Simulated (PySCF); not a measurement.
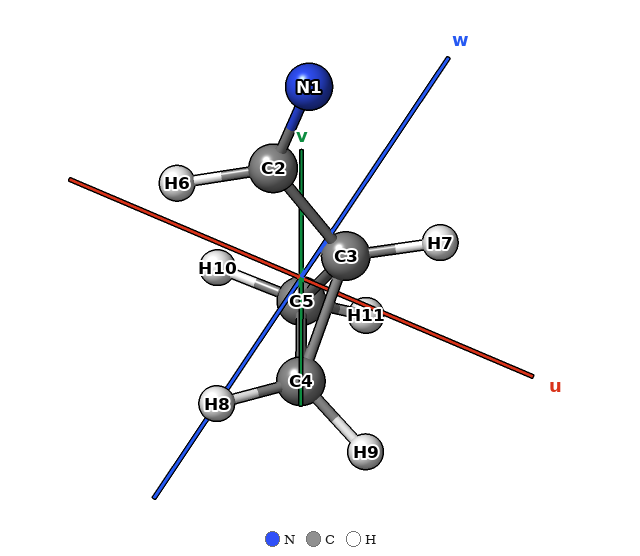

The lines u, v and w are the principal axes of the g tensor. Charge 0, doublet. The computed structure is the end point of a GFN2-xTB optimisation. No frequency run is at hand to confirm it as a minimum. Method: UKS B3LYP, pcH-1 on C H N, non-relativistic, mean-field spin-orbit, GIAO (PySCF 2.14.0).

> Along which axis does g lie farthest from the free-electron value?

Along v (nearly parallel to the C4–C5 bond): the shift is 2481 ppm.

Give the principal values and shifts.

```
axis        g  shift (ppm)
   u  2.00229          −33
   v  2.00480         2481
   w  2.00160         −715
```
